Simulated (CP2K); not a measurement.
# Two attempts at C2H6FNO (SMILES CNC(O)F)

Aim: energy and gradient of C2H6FNO at AM1.

The results are computed with CP2K 2026.2.

1 further run of the same task is left out (set aside as unsound or not needed).

### 1 The system as given

C2H6FNO has 11 atoms, charge 0, and is taken as a singlet. SMILES: `CNC(O)F`. Geometry: relaxed at GFN2-xTB. This is one conformer, not always the lowest.

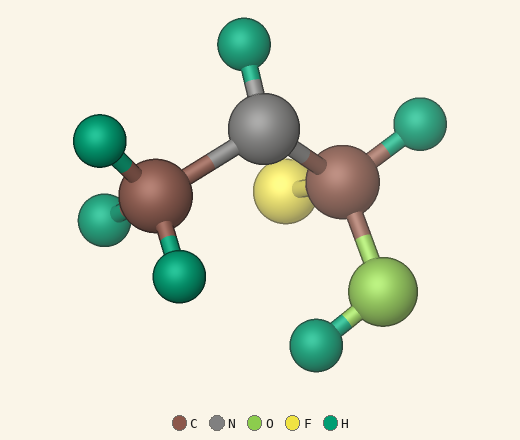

The structure, seen from a chosen angle (carbon brown, nitrogen grey, oxygen green, fluorine yellow, hydrogen teal).

### 2 First attempt

File molecule.xyz:

```xyz
11

C     -1.257980     0.104470     0.276030
N      0.042710    -0.349390     0.752620
C      1.134180    -0.127590    -0.115200
O      1.019730    -0.691530    -1.338060
F      1.336840     1.276080    -0.296670
H     -1.259160     1.159160    -0.023890
H     -1.567040    -0.514340    -0.566790
H     -1.978900    -0.036100     1.077070
H      0.242360     0.028970     1.669440
H      2.062460    -0.489030     0.342230
H      0.224800    -0.360700    -1.776780
```

File calc.inp:

```
&global
  project_name calc
  run_type ENERGY_FORCE
  print_level MEDIUM
&end

&force_eval
  method QS
  &dft
    &qs
      method AM1
      eps_default 1.0E-10
      &se
        &coulomb
          cutoff [angstrom] 50
          rc_range [angstrom] 0
        &end
        &exchange
          cutoff [angstrom] 50
          rc_range [angstrom] 0
        &end
      &end
    &end
    &poisson
      periodic NONE
      poisson_solver ANALYTIC
    &end
    &scf
      scf_guess ATOMIC
      eps_scf 1.0E-07
      max_scf 150
      &diagonalization
        algorithm STANDARD
      &end
      &mixing
        method DIRECT_P_MIXING
        alpha 0.4
      &end
    &print
      &moments
        periodic F
        reference COM
        max_moment 1
      &end
      &mo ON
        energies T
        occupation_numbers T
        ndigits 6
        &each
          qs_scf 0
        &end
        add_last NUMERIC
      &end
      &hirshfeld OFF
      &end
    &end
  &end
  &subsys
    &cell
      abc 14 12 13.4
      periodic NONE
    &end
    &topology
      coord_file_name molecule.xyz
      coord_file_format XYZ
      &center_coordinates
      &end
    &end
  &end
  &print
    &forces ON
    &end
  &end
&end
```

Launch:

```
OMP_NUM_THREADS=1 cp2k.psmp calc.inp > calc.out
```

The program printed:

```text
Possible matches for unknown subsection

 MOMENTS

   subsection MOMENTS in section %__ROOT__%FORCE_EVAL%DFT%ENERGY_CORRECTION%PRINT score:  110
   subsection MOMENTS in section %__ROOT__%FORCE_EVAL%DFT%REAL_TIME_PROPAGATION%PRINT score:  110
   subsection MOMENTS in section %__ROOT__%FORCE_EVAL%DFT%PRINT score:  110
   subsection MOMENTS_FT in section %__ROOT__%FORCE_EVAL%DFT%REAL_TIME_PROPAGATION%PRINT score:  107
   enum SILENT in section %__ROOT__%GLOBAL%PRINT for keyword _SECTION_PARAMETERS_ score:  106

 *******************************************************************************
 *   ___                                                                       *
 *  /   \                                                                      *
 * [ABORT]                                                                     *
 *  \___/               unknown subsection MOMENTS of section PRINT            *
 *    |                                                                        *
 *  O/|                                                                        *
 * /| |                                                                        *
 * / \                                               input/input_parsing.F:192 *
 *******************************************************************************

 ===== Routine Calling Stack =====

            6 section_vals_parse
            5 section_vals_parse
            4 section_vals_parse
            3 section_vals_parse
            2 section_vals_parse
            1 read_input
```

Run time: 0.94 s. Hardware: 1 thread of Intel Xeon Platinum 8488C (Sapphire Rapids), shared host; peak memory 0.16 GiB.

### 3 Diagnosis

The program refused the input.

The log says `\___/               unknown subsection MOMENTS of section PRINT`. The fault: a section of the input isn't closed.

### 4 Second attempt

molecule.xyz is that of step 2.

File job.inp:

```
&global
   project_name job
   run_type ENERGY_FORCE
   print_level MEDIUM
&end global

&force_eval
   method QS
   &dft
      charge 0
      multiplicity 1
      # Quickstep
      &qs
         method AM1
         eps_default 1.0E-10
         &se
            &coulomb
               cutoff [angstrom] 50
               rc_range [angstrom] 0
            &end coulomb
            &exchange
               cutoff [angstrom] 50
               rc_range [angstrom] 0
            &end exchange
         &end se
      &end qs
      # isolated system
      &poisson
         periodic NONE
         poisson_solver ANALYTIC
      &end poisson
      # SCF settings
      &scf
         scf_guess ATOMIC
         eps_scf 1.0E-07
         max_scf 150
         &diagonalization
            algorithm STANDARD
         &end diagonalization
         &mixing
            method DIRECT_P_MIXING
            alpha 0.4
         &end mixing
      &end scf
      &print
         &moments
            periodic F
            reference COM
            max_moment 1
         &end moments
         &mo ON
            energies T
            occupation_numbers T
            ndigits 6
            &each
               qs_scf 0
            &end each
            add_last NUMERIC
         &end mo
         &hirshfeld OFF
         &end hirshfeld
      &end print
   &end dft
   &subsys
      &cell
         abc [angstrom] 14 12 13.4
         periodic NONE
      &end cell
      &topology
         coord_file_name molecule.xyz
         coord_file_format XYZ
         &center_coordinates
         &end center_coordinates
      &end topology
   &end subsys
   &print
      &forces ON
      &end forces
   &end print
&end force_eval
```

Launch:

```
OMP_NUM_THREADS=1 cp2k.psmp -i job.inp > job.out 2>&1
```

The program printed:

```text
CP2K| version string:                                       CP2K version 2026.2
[...]
 GLOBAL| Method name                                                        CP2K
[...]
 GLOBAL| Run type                                                   ENERGY_FORCE
[...]
                             - Atoms:                                         11
[...]
                             - Spherical basis functions:                     26
[...]
 Number of electrons:                                                         32
[...]
     1 P_Mix/Diag. 0.40E+00    0.0     0.80664142       -41.6576199241 -4.17E+01
[...]
    20 DIIS/Diag.  0.70E-07    0.0     0.00000007       -49.6761401098  1.42E-14
  *** SCF run converged in    20 steps ***
  Core-core repulsion energy [eV]:                           2755.21943498251358
  Core Hamiltonian energy [eV]:                             -2216.68622870247100
  Two-electron integral energy [eV]:                        -3780.57944664061324
  Electronic energy [eV]:                                   -4106.97595202277716
  Total energy [eV]:                                        -1351.75651704026382
  Atomic reference energy [eV]:                              1347.48713038787196
  Heat of formation [kcal/mol]:                               -98.45440291087881
[...]
 SE_DIPOLE| Moment [Debye]          1.46773720      -0.47287558      -0.86272563
 SE_DIPOLE| Derivative [a.u.]       0.00000000       0.00000000       0.00000000
 ENERGY| Total FORCE_EVAL ( QS ) energy [hartree]            -49.676140109815478
 FORCES| Atomic forces [hartree/bohr]
 FORCES|   Atom     x               y               z               |f|
 FORCES|      1  2.77853216E-02 -8.40821046E-03  1.16082932E-02   3.12645897E-02
 FORCES|      2 -4.84467412E-02 -4.51173063E-03  3.51108525E-02   6.00017867E-02
 FORCES|      3  2.22220889E-02  6.64497455E-02  2.61243808E-02   7.47788285E-02
 FORCES|      4 -4.64039875E-04 -1.62267711E-02 -5.51701382E-02   5.75088479E-02
 FORCES|      5 -2.45949078E-04 -1.95107991E-02 -1.28533948E-02   2.33653917E-02
 FORCES|      6  1.15846163E-03  1.81432750E-02 -5.81712993E-03   1.90882022E-02
 FORCES|      7 -4.76500853E-03 -1.24860988E-02 -1.80867491E-02   2.24886296E-02
 FORCES|      8 -1.64437814E-02 -2.78887357E-03  1.89064329E-02   2.52116831E-02
 FORCES|      9 -2.75752365E-03 -4.00448207E-03 -5.29793163E-03   7.19082004E-03
 FORCES|     10  2.36023424E-02 -1.64807449E-02  1.05653103E-02   3.06644957E-02
 FORCES|     11 -1.64517075E-03 -1.75310040E-04 -5.08992593E-03   5.35207122E-03
 FORCES| Sum     7.35522754E-16  6.93889390E-18  1.01307851E-15
 FORCES| Total atomic force                                       1.25194646E-15
[...]
```

Run time: 0.92 s. Hardware: 1 thread of Intel Xeon Platinum 8488C (Sapphire Rapids), shared host; peak memory 0.19 GiB.

### 5 What came out

Level: AM1.

| quantity | value |
| --- | --- |
| total energy | -49.67614 Eh |
| dipole moment | 1.77 D |
| HOMO energy | -10.40 eV |
| heat of formation at this unrelaxed shape | -98.5 kcal/mol |
| largest force on an atom | 3.845 eV/Å |

In words: The largest force is 3.85 eV/Å: the shape isn't a stationary point for this species at this level.
